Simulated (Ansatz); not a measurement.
# Pt: a line through an energy map

One line of a two-coordinate grid on Pt (Im-3m, No. 229; 1 atom in the cell): volume per atom is varied, at length along [111] over the lengths across it = 1.813.

Computed with Ansatz 0.2.0 (DFT PBEsol, scalar-relativistic, plane waves, PAW, unless a step's input says otherwise).

21 further runs of the same task are left out: 21 set aside as unsound or not needed.

### 1 Starting point

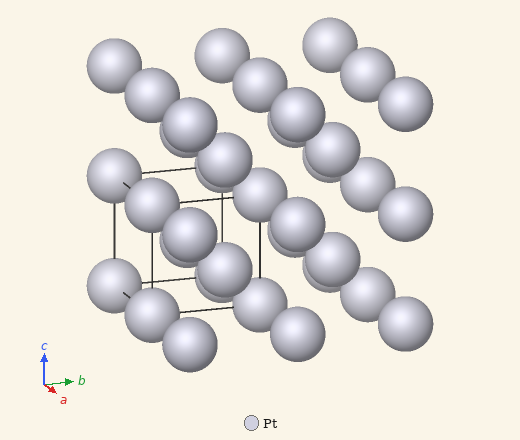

The starting structure, seen slightly off an axis (platinum light grey). 2×2×2 cells are drawn. Atoms on the faces are drawn again on the opposite ones. The cell drawn here is the conventional one.

Structure file:

```
CELL_PARAMETERS angstrom
-1.56044 1.56044 1.56044
1.56044 -1.56044 1.56044
1.56044 1.56044 -1.56044
ATOMIC_POSITIONS crystal
Pt 0.00000 0.00000 0.00000
```

It goes back to an entry of the Materials Project, which need not be the stable form.

It is the result of an earlier relaxation at this level (volume 15.20 Å³/atom; gap on the mesh: none (metal)).

### 2 Plan of the line

The energy is mapped over volume and the cell's shape.

- volume per atom: 7 values from 13.38 to 17.02 Å³
- length along [111] over the lengths across it, relative to the cubic cell: 9 values from 0.452 to 2.211

Nothing else is relaxed (symmetry fixes all fractional coordinates). Energies count from the relaxed crystal. Points are written as (first, second).

### 3 The run at (13.38 Å³, 1.813)

Contents of input.yaml:

```yaml
crystal:
  lattice:
    - [-0.8938895088, 1.558706546, 1.558706546]
    - [1.558706546, -0.8938895088, 1.558706546]
    - [1.558706546, 1.558706546, -0.8938895088]
  atoms:
    - { symbol: Pt, position: [0.0, 0.0, 0.0] }
basis:
  ecutwfc: 420
kpoints:
  mp_grid: { grid: [22, 22, 22] }
hamiltonian:
  xc: pbesol
  pseudopotentials: { kind: paw, azcp: { folder: soft_1 } }
scf:
  occupations: { method: gaussian, width: 0.15 }
output:
  forces: true
  stress: true
  eigenvalues: true
```

Launch:

```sh
$ ansatz run input.yaml --threads 1 --pin off --max-ram 2048MiB --backend cpu --events-out ev --progress --plain --runs-dir out
```

Standard output (excerpt; [...] marks lines left out):

```text
Warning: <dir> the record states the generating functional pbe (its physics header spells it `PBE`), which answers neither for hamiltonian.xc's functional nor for the pbesol family's — results may be inconsistent (PPs are generated against a specific XC)
Warning: RAYON_NUM_THREADS=1 ignored (pool sized by the plan → 1); use --threads N
[...]
Pseudopotentials: kind: paw
Pseudopotential: Pt, paw, valence charge 18, recommended cutoff 420 eV (normal), <dir>
Functional definition: PBEsol
[...]
Crystal: 1 atoms, lattice volume = 13.375 Å³
Basis set: ecut = 420 eV, 251 PW (Γ), exchange–correlation on 32×32×32 points (8 copies of the dense FFT grid, shifted against one another)
Bands: 13, of which v1, the nominal top of the filled ones, is band 9 counted from 1 (8 counted from 0)
Symmetry: 12 space group operations
Space group: R-3m (ITA 166), of the structure as read, at distance tolerance 2.4e-5 Å
k-points: 1024 of 10648
[...]
SCF iter   1: F=—  HF=-12384.077265 eV  |F-HF|=—  |Δ(HF+E_count)|=         —  Δρ=8.45e-2  dr2=7.09e-1  ethr=3.10e-3  ⟨swp⟩=5.0  Hψ=70899  notcnv=0
[...]
SCF iter   6: F=-12383.836056 eV  HF=-12383.836056 eV  |F-HF|=2.73e-10  |Δ(HF+E_count)|=   1.24e-8  Δρ=1.94e-6  dr2=3.12e-10  ethr=1.58e-10  ⟨swp⟩=2.0  Hψ=44552  notcnv=0
[...]
SCF converged after 6 iterations
Free energy (F): -12383.836056 eV
[...]
E sigma→0 (E₀):  -12383.831196 eV
Entropy (-TS):   -0.009721 eV (-9.721 meV/atom)
Fermi energy:    27.154466 eV
[...]
--- Forces (eV/Å), atoms counted from 1 ---
  atom   1  Pt    -0.00000000     0.00000000     0.00000000
[...]
--- Stress (GPa, compression-positive) ---
      107.945522      -2.943418      -2.943418
       -2.943418     107.945522      -2.943418
       -2.943418      -2.943418     107.945522
  P = ⅓ Tr σ = 107.9455 GPa (1079.455 kbar)
--- Band table (eV; the first three rows and the last of 1024) ---
  k-point 0: bands = ["-72.0848", "-25.7191", "-25.6859", "-25.6859", "15.6167", "18.5776", "18.5776", "27.5393", "27.7801", "27.7801", "43.3079", "43.3079", "45.1526"]
[...]
```

Wall time 7 s (1 thread of Intel Xeon Platinum 8488C (Sapphire Rapids), shared host); peak memory 0.5 GiB.

That is 1441 meV/atom from the zero.

### 4 The run at (13.98 Å³, 1.813)

Contents of input.yaml:

```yaml
crystal:
  lattice:
    - [-0.9072340935, 1.5819759673, 1.5819759673]
    - [1.5819759673, -0.9072340935, 1.5819759673]
    - [1.5819759673, 1.5819759673, -0.9072340935]
  atoms:
    - { symbol: Pt, position: [0.0, 0.0, 0.0] }
basis:
  ecutwfc: 420
kpoints:
  mp_grid: { grid: [22, 22, 22] }
hamiltonian:
  xc: pbesol
  pseudopotentials: { kind: paw, azcp: { folder: soft_1 } }
scf:
  occupations: { method: gaussian, width: 0.15 }
output:
  forces: true
  stress: true
  eigenvalues: true
  write_density: true
  write_potential: true
  elf: true
  volumetric_format: npy
```

Launch:

```sh
$ ansatz run input.yaml --threads 1 --pin off --max-ram 2048MiB --backend cpu --events-out ev --progress --plain --runs-dir out
```

Standard output (excerpt; [...] marks lines left out):

```text
[...]
SCF converged after 6 iterations
Free energy (F): -12384.189811 eV
[...]
E sigma→0 (E₀):  -12384.184601 eV
Entropy (-TS):   -0.010419 eV (-10.419 meV/atom)
Fermi energy:    25.633814 eV
[...]
--- Forces (eV/Å), atoms counted from 1 ---
  atom   1  Pt     0.00000000     0.00000000    -0.00000000
[...]
--- Stress (GPa, compression-positive) ---
       79.561779      -2.015107      -2.015107
       -2.015107      79.561779      -2.015107
       -2.015107      -2.015107      79.561779
  P = ⅓ Tr σ = 79.5618 GPa (795.618 kbar)
--- Band table (eV; the first three rows and the last of 1024) ---
  k-point 0: bands = ["-73.4105", "-27.0962", "-27.0737", "-27.0737", "14.6033", "17.5839", "17.5839", "25.9837", "26.2054", "26.2054", "41.6269", "41.6269", "43.3038"]
[...]
```

Wall time 12 s (1 thread of Intel Xeon Platinum 8488C (Sapphire Rapids), shared host); peak memory 0.49 GiB.

The maps below are laid out on this run's own conventional cell (a, b, c = 3.520, 3.520, 3.909 Å).

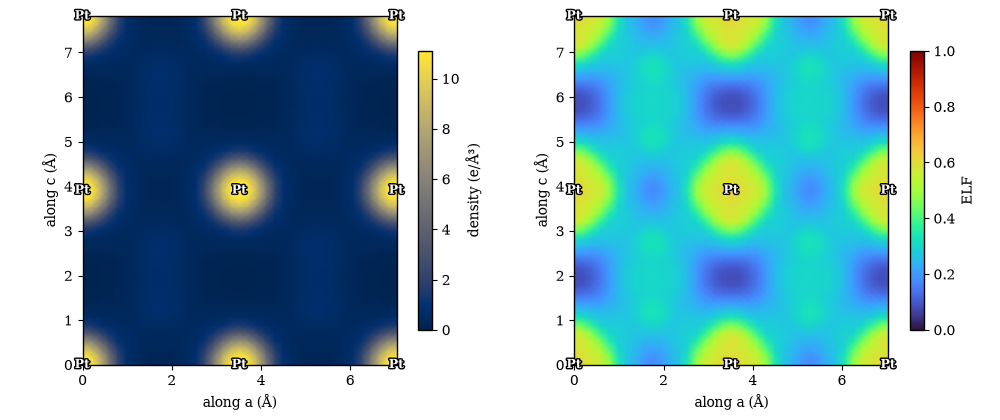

Density (left) and ELF (right) in a lattice plane of the grid's cell (edges 3.52 and 3.91 Å, at 0.000 of the third edge), which holds Pt. Only atoms in the plane are labelled. Both are smooth fields of the valence electrons: close to the nuclei they are not physical.

Energy on the map's scale: 1087 meV/atom.

### 5 Point (14.59 Å³, 1.813)

Contents of input.yaml:

```yaml
crystal:
  lattice:
    - [-0.9201972458, 1.6045802715, 1.6045802715]
    - [1.6045802715, -0.9201972458, 1.6045802715]
    - [1.6045802715, 1.6045802715, -0.9201972458]
  atoms:
    - { symbol: Pt, position: [0.0, 0.0, 0.0] }
basis:
  ecutwfc: 420
kpoints:
  mp_grid: { grid: [22, 22, 22] }
hamiltonian:
  xc: pbesol
  pseudopotentials: { kind: paw, azcp: { folder: soft_1 } }
scf:
  occupations: { method: gaussian, width: 0.15 }
output:
  forces: true
  stress: true
  eigenvalues: true
```

Launch:

```sh
$ ansatz run input.yaml --threads 1 --pin off --max-ram 2048MiB --backend cpu --events-out ev --progress --plain --runs-dir out
```

Standard output (excerpt; [...] marks lines left out):

```text
[...]
SCF converged after 6 iterations
Free energy (F): -12384.447106 eV
[...]
E sigma→0 (E₀):  -12384.441516 eV
Entropy (-TS):   -0.011180 eV (-11.180 meV/atom)
Fermi energy:    24.241040 eV
[...]
--- Forces (eV/Å), atoms counted from 1 ---
  atom   1  Pt     0.00000000     0.00000000     0.00000000
[...]
--- Stress (GPa, compression-positive) ---
       56.883872      -1.283407      -1.283407
       -1.283407      56.883872      -1.283407
       -1.283407      -1.283407      56.883872
  P = ⅓ Tr σ = 56.8839 GPa (568.839 kbar)
--- Band table (eV; the first three rows and the last of 1024) ---
  k-point 0: bands = ["-74.6302", "-28.3586", "-28.3452", "-28.3452", "13.6807", "16.6676", "16.6676", "24.5588", "24.7633", "24.7633", "40.0718", "40.0718", "41.5973"]
[...]
```

Run time: 8.5 s. Hardware: 1 thread of Intel Xeon Platinum 8488C (Sapphire Rapids), shared host; peak memory 0.49 GiB.

Energy on the map's scale: 830 meV/atom.

### 6 Changed: ecutwfc 36.7 Ry, dr2_threshold 1.0e-11

input.yaml, as its differences from that of step 5:

```diff
@@ -8,3 +8,3 @@
 basis:
-  ecutwfc: 420
+  ecutwfc: "36.7 Ry"
 kpoints:
@@ -16,5 +16,6 @@
   occupations: { method: gaussian, width: 0.15 }
+  convergence: { dr2_threshold: 1.0e-11 }
 output:
   forces: true
+  eigenvalues: true
   stress: true
-  eigenvalues: true
```

Launch:

```sh
$ ansatz run input.yaml --threads 1 --pin off --max-ram 2048MiB --backend cpu --events-out ev --progress --plain --runs-dir out
```

Standard output (excerpt; [...] marks lines left out):

```text
Warning: <dir> the record states the generating functional pbe (its physics header spells it `PBE`), which answers neither for hamiltonian.xc's functional nor for the pbesol family's — results may be inconsistent (PPs are generated against a specific XC)
Warning: RAYON_NUM_THREADS=1 ignored (pool sized by the plan → 1); use --threads N
[...]
Pseudopotentials: kind: paw
Pseudopotential: Pt, paw, valence charge 18, recommended cutoff 420 eV (normal), <dir>
Functional definition: PBEsol
[...]
Crystal: 1 atoms, lattice volume = 14.591 Å³
Basis set: ecut = 499.3289376138798 eV, 383 PW (Γ), exchange–correlation on 36×36×36 points (8 copies of the dense FFT grid, shifted against one another)
Bands: 13, of which v1, the nominal top of the filled ones, is band 9 counted from 1 (8 counted from 0)
Symmetry: 12 space group operations
Space group: R-3m (ITA 166), of the structure as read, at distance tolerance 2.4e-5 Å
k-points: 1024 of 10648
[...]
SCF iter   1: F=—  HF=-12384.748875 eV  |F-HF|=—  |Δ(HF+E_count)|=         —  Δρ=8.59e-2  dr2=8.84e-1  ethr=3.10e-3  ⟨swp⟩=5.0  Hψ=72181  notcnv=0
[...]
SCF iter   8: F=-12384.449450 eV  HF=-12384.449450 eV  |F-HF|=0.00e0  |Δ(HF+E_count)|=  5.46e-12  Δρ=8.80e-8  dr2=5.51e-13  ethr=1.00e-12  ⟨swp⟩=5.7  Hψ=52747  notcnv=0
[...]
SCF converged after 8 iterations
Free energy (F): -12384.449450 eV
[...]
E sigma→0 (E₀):  -12384.443860 eV
Entropy (-TS):   -0.011180 eV (-11.180 meV/atom)
Fermi energy:    24.240510 eV
[...]
--- Forces (eV/Å), atoms counted from 1 ---
  atom   1  Pt    -0.00000000     0.00000000     0.00000000
[...]
--- Stress (GPa, compression-positive) ---
       56.867869      -1.286197      -1.286197
       -1.286197      56.867869      -1.286197
       -1.286197      -1.286197      56.867869
  P = ⅓ Tr σ = 56.8679 GPa (568.679 kbar)
--- Band table (eV; the first three rows and the last of 1024) ---
  k-point 0: bands = ["-74.6347", "-28.3607", "-28.3473", "-28.3473", "13.6803", "16.6671", "16.6671", "24.5583", "24.7629", "24.7629", "40.0707", "40.0707", "41.5960"]
[...]
```

Run time: 9.7 s. Hardware: 1 thread of Intel Xeon Platinum 8488C (Sapphire Rapids), shared host; peak memory 0.53 GiB.

```
    run     ending  energy change  pressure (GPa)  gap (eV)  force (eV/Å)  cycles   time
 step 5  converged              0            56.9      0.00          0.00       6  8.5 s
variant  converged  -2.3 meV/atom            56.9      0.00          0.00       8  9.7 s
```

Changing the cutoff and convergence setting moves the energy by -2.3 meV/atom. More plane waves (499.329 against 420 eV) lower the energy, so the reference carries about that much basis error.

### 7 The run at (15.20 Å³, 1.813)

input.yaml, as its differences from that of step 5:

```diff
@@ -2,5 +2,5 @@
   lattice:
-    - [-0.9201972458, 1.6045802715, 1.6045802715]
-    - [1.6045802715, -0.9201972458, 1.6045802715]
-    - [1.6045802715, 1.6045802715, -0.9201972458]
+    - [-0.9327965929, 1.6265501957, 1.6265501957]
+    - [1.6265501957, -0.9327965929, 1.6265501957]
+    - [1.6265501957, 1.6265501957, -0.9327965929]
   atoms:
```

Launch:

```sh
$ ansatz run input.yaml --threads 1 --pin off --max-ram 2048MiB --backend cpu --events-out ev --progress --plain --runs-dir out
```

Standard output (excerpt; [...] marks lines left out):

```text
[...]
SCF converged after 6 iterations
Free energy (F): -12384.627141 eV
[...]
E sigma→0 (E₀):  -12384.621119 eV
Entropy (-TS):   -0.012045 eV (-12.045 meV/atom)
Fermi energy:    22.962027 eV
[...]
--- Forces (eV/Å), atoms counted from 1 ---
  atom   1  Pt    -0.00000000     0.00000000    -0.00000000
[...]
--- Stress (GPa, compression-positive) ---
       38.733435      -0.705486      -0.705486
       -0.705486      38.733435      -0.705486
       -0.705486      -0.705486      38.733435
  P = ⅓ Tr σ = 38.7334 GPa (387.334 kbar)
--- Band table (eV; the first three rows and the last of 1024) ---
  k-point 0: bands = ["-75.7544", "-29.5183", "-29.5127", "-29.5127", "12.8380", "15.8207", "15.8207", "23.2502", "23.4393", "23.4393", "38.6297", "38.6297", "40.0186"]
[...]
```

Wall time 8.3 s (1 thread of Intel Xeon Platinum 8488C (Sapphire Rapids), shared host); peak memory 0.52 GiB.

Energy on the map's scale: 650 meV/atom.

### 8 Point (15.81 Å³, 1.813)

input.yaml, as its differences from that of step 7:

```diff
@@ -2,5 +2,5 @@
   lattice:
-    - [-0.9327965929, 1.6265501957, 1.6265501957]
-    - [1.6265501957, -0.9327965929, 1.6265501957]
-    - [1.6265501957, 1.6265501957, -0.9327965929]
+    - [-0.9450810628, 1.6479710576, 1.6479710576]
+    - [1.6479710576, -0.9450810628, 1.6479710576]
+    - [1.6479710576, 1.6479710576, -0.9450810628]
   atoms:
```

Launch:

```sh
$ ansatz run input.yaml --threads 1 --pin off --max-ram 2048MiB --backend cpu --events-out ev --progress --plain --runs-dir out
```

Standard output (excerpt; [...] marks lines left out):

```text
Warning: <dir> the record states the generating functional pbe (its physics header spells it `PBE`), which answers neither for hamiltonian.xc's functional nor for the pbesol family's — results may be inconsistent (PPs are generated against a specific XC)
Warning: RAYON_NUM_THREADS=1 ignored (pool sized by the plan → 1); use --threads N
[...]
Pseudopotentials: kind: paw
Pseudopotential: Pt, paw, valence charge 18, recommended cutoff 420 eV (normal), <dir>
Functional definition: PBEsol
[...]
Crystal: 1 atoms, lattice volume = 15.807 Å³
Basis set: ecut = 420 eV, 299 PW (Γ), exchange–correlation on 36×36×36 points (8 copies of the dense FFT grid, shifted against one another)
Bands: 13, of which v1, the nominal top of the filled ones, is band 9 counted from 1 (8 counted from 0)
Symmetry: 12 space group operations
Space group: R-3m (ITA 166), of the structure as read, at distance tolerance 2.5e-5 Å
k-points: 1024 of 10648
[...]
SCF iter   1: F=—  HF=-12385.088565 eV  |F-HF|=—  |Δ(HF+E_count)|=         —  Δρ=8.63e-2  dr2=1.03e0  ethr=3.10e-3  ⟨swp⟩=4.9  Hψ=68469  notcnv=0
[...]
SCF iter   6: F=-12384.745555 eV  HF=-12384.745555 eV  |F-HF|=5.90e-9  |Δ(HF+E_count)|=   1.04e-7  Δρ=9.41e-6  dr2=7.87e-9  ethr=5.56e-10  ⟨swp⟩=4.7  Hψ=54648  notcnv=0
[...]
SCF converged after 6 iterations
Free energy (F): -12384.745555 eV
[...]
E sigma→0 (E₀):  -12384.739047 eV
Entropy (-TS):   -0.013015 eV (-13.015 meV/atom)
Fermi energy:    21.782358 eV
[...]
--- Forces (eV/Å), atoms counted from 1 ---
  atom   1  Pt     0.00000000     0.00000000    -0.00000000
[...]
--- Stress (GPa, compression-positive) ---
       24.167338      -0.250628      -0.250628
       -0.250628      24.167338      -0.250628
       -0.250628      -0.250628      24.167338
  P = ⅓ Tr σ = 24.1673 GPa (241.673 kbar)
--- Band table (eV; the first three rows and the last of 1024) ---
  k-point 0: bands = ["-76.7943", "-30.5894", "-30.5894", "-30.5884", "12.0639", "15.0348", "15.0348", "22.0430", "22.2182", "22.2182", "37.2857", "37.2857", "38.5509"]
[...]
```

Wall time 8.5 s (1 thread of Intel Xeon Platinum 8488C (Sapphire Rapids), shared host); peak memory 0.53 GiB.

Energy on the map's scale: 532 meV/atom.

### 9 The run at (16.41 Å³, 1.813)

input.yaml, as its differences from that of step 8:

```diff
@@ -2,5 +2,5 @@
   lattice:
-    - [-0.9450810628, 1.6479710576, 1.6479710576]
-    - [1.6479710576, -0.9450810628, 1.6479710576]
-    - [1.6479710576, 1.6479710576, -0.9450810628]
+    - [-0.9570266971, 1.6688010798, 1.6688010798]
+    - [1.6688010798, -0.9570266971, 1.6688010798]
+    - [1.6688010798, 1.6688010798, -0.9570266971]
   atoms:
```

Launch:

```sh
$ ansatz run input.yaml --threads 1 --pin off --max-ram 2048MiB --backend cpu --events-out ev --progress --plain --runs-dir out
```

Standard output (excerpt; [...] marks lines left out):

```text
[...]
SCF converged after 6 iterations
Free energy (F): -12384.814224 eV
[...]
E sigma→0 (E₀):  -12384.807258 eV
Entropy (-TS):   -0.013931 eV (-13.931 meV/atom)
Fermi energy:    20.694672 eV
[...]
--- Forces (eV/Å), atoms counted from 1 ---
  atom   1  Pt     0.00000000    -0.00000000     0.00000000
[...]
--- Stress (GPa, compression-positive) ---
       12.507292       0.108637       0.108637
        0.108637      12.507292       0.108637
        0.108637       0.108637      12.507292
  P = ⅓ Tr σ = 12.5073 GPa (125.073 kbar)
--- Band table (eV; the first three rows and the last of 1024) ---
  k-point 0: bands = ["-77.7551", "-31.5816", "-31.5816", "-31.5750", "11.3532", "14.3058", "14.3058", "20.9299", "21.0926", "21.0926", "36.0334", "36.0334", "37.1868"]
[...]
```

Wall time 8.8 s (1 thread of Intel Xeon Platinum 8488C (Sapphire Rapids), shared host); peak memory 0.53 GiB.

Energy on the map's scale: 463 meV/atom.

### 10 Grid point (17.02 Å³, 1.813)

input.yaml, as its differences from that of step 9:

```diff
@@ -2,5 +2,5 @@
   lattice:
-    - [-0.9570266971, 1.6688010798, 1.6688010798]
-    - [1.6688010798, -0.9570266971, 1.6688010798]
-    - [1.6688010798, 1.6688010798, -0.9570266971]
+    - [-0.9687003099, 1.6891567686, 1.6891567686]
+    - [1.6891567686, -0.9687003099, 1.6891567686]
+    - [1.6891567686, 1.6891567686, -0.9687003099]
   atoms:
```

Launch:

```sh
$ ansatz run input.yaml --threads 1 --pin off --max-ram 2048MiB --backend cpu --events-out ev --progress --plain --runs-dir out
```

Standard output (excerpt; [...] marks lines left out):

```text
Warning: <dir> the record states the generating functional pbe (its physics header spells it `PBE`), which answers neither for hamiltonian.xc's functional nor for the pbesol family's — results may be inconsistent (PPs are generated against a specific XC)
Warning: RAYON_NUM_THREADS=1 ignored (pool sized by the plan → 1); use --threads N
[...]
Pseudopotentials: kind: paw
Pseudopotential: Pt, paw, valence charge 18, recommended cutoff 420 eV (normal), <dir>
Functional definition: PBEsol
[...]
Crystal: 1 atoms, lattice volume = 17.022 Å³
Basis set: ecut = 420 eV, 335 PW (Γ), exchange–correlation on 36×36×36 points (8 copies of the dense FFT grid, shifted against one another)
Bands: 13, of which v1, the nominal top of the filled ones, is band 9 counted from 1 (8 counted from 0)
Symmetry: 12 space group operations
Space group: R-3m (ITA 166), of the structure as read, at distance tolerance 2.6e-5 Å
k-points: 1024 of 10648
[...]
SCF iter   1: F=—  HF=-12385.216071 eV  |F-HF|=—  |Δ(HF+E_count)|=         —  Δρ=8.54e-2  dr2=1.16e0  ethr=3.10e-3  ⟨swp⟩=4.8  Hψ=66764  notcnv=0
[...]
SCF iter   6: F=-12384.843239 eV  HF=-12384.843239 eV  |F-HF|=5.44e-9  |Δ(HF+E_count)|=   2.67e-7  Δρ=1.00e-5  dr2=7.77e-9  ethr=5.56e-10  ⟨swp⟩=3.0  Hψ=53487  notcnv=0
[...]
SCF converged after 6 iterations
Free energy (F): -12384.843239 eV
[...]
E sigma→0 (E₀):  -12384.835814 eV
Entropy (-TS):   -0.014850 eV (-14.850 meV/atom)
Fermi energy:    19.684113 eV
[...]
--- Forces (eV/Å), atoms counted from 1 ---
  atom   1  Pt     0.00000000     0.00000000     0.00000000
[...]
--- Stress (GPa, compression-positive) ---
        3.127499       0.396696       0.396696
        0.396696       3.127499       0.396696
        0.396696       0.396696       3.127499
  P = ⅓ Tr σ = 3.1275 GPa (31.275 kbar)
--- Band table (eV; the first three rows and the last of 1024) ---
  k-point 0: bands = ["-78.6492", "-32.5026", "-32.5026", "-32.4912", "10.6958", "13.6252", "13.6252", "19.8963", "20.0477", "20.0477", "34.8603", "34.8603", "35.9115"]
[...]
```

It took 9 s on 1 thread of Intel Xeon Platinum 8488C (Sapphire Rapids), shared host; peak memory 0.54 GiB.

Energy on the map's scale: 434 meV/atom.

### 11 What came out

| volume per atom (Å³) | step | energy (meV/atom) | slope (meV/atom per Å³) | pressure (GPa) |
| --- | --- | --- | --- | --- |
| 13.38 | 3 | 1441 | −674 | 108 |
| 13.98 | 4 | 1087 | −497 | 80 |
| 14.59 | 5 | 830 | −355 | 57 |
| 15.20 | 7 | 650 | −242 | 39 |
| 15.81 | 8 | 532 | −151 | 24 |
| 16.41 | 9 | 463 | −78 | 13 |
| 17.02 | 10 | 434 | −20 | 3 |

Energies count from the relaxed crystal. Slopes come from the forces (and the stress, where the cell changes), not from differences of energies.

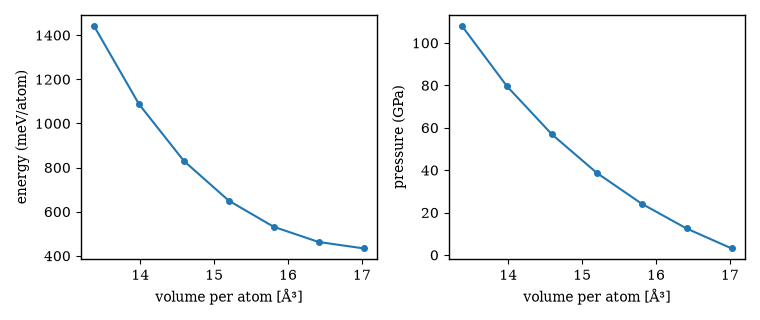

Energy and pressure along the line.

```
                                                                     run        outcome
step 6, run with ecutwfc 36.7 Ry, dr2_threshold 1.0e-11 (against step 5)  -2.3 meV/atom
```

What this shows: The energy is lowest at the end of the line, 17.02 Å³, so the minimum along this coordinate may lie outside the range. The highest point computed, at 13.38 Å³, lies 1007 meV/atom above the lowest. This is one cut through a surface in two coordinates; the map's lowest point lies off it. Spin-orbit coupling is left out for Pt.
